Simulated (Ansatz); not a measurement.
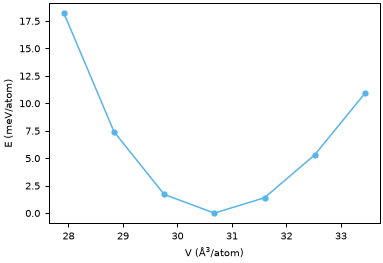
Figure: HgBr in space group I4/mmm (No. 139; Hg on 4e, Br on 4e) under volume change, r²SCAN+D4 in the plane-wave PAW code Ansatz, shape and atoms relaxed at each volume.

Question: What does a third-order Birch–Murnaghan fit give for V₀, B₀ and B′?

Answer: V₀ = 30.68 Å³/atom, B₀ = 18.1 GPa, B′ = 7.6.

The workflow started from a Materials Project entry (that database holds measured and hypothetical structures alike); the Crystallography Open Database files this formula in space group No. 139, but the cells were not matched. Whether it is the stable phase at ambient conditions was not checked. The r²SCAN+D4 relaxation kept the symmetry of its start; whether a distortion lowers the energy is not shown. Spin–orbit coupling is left out wherever it is not named.

Potentials: the later of the program's two PAW sets.
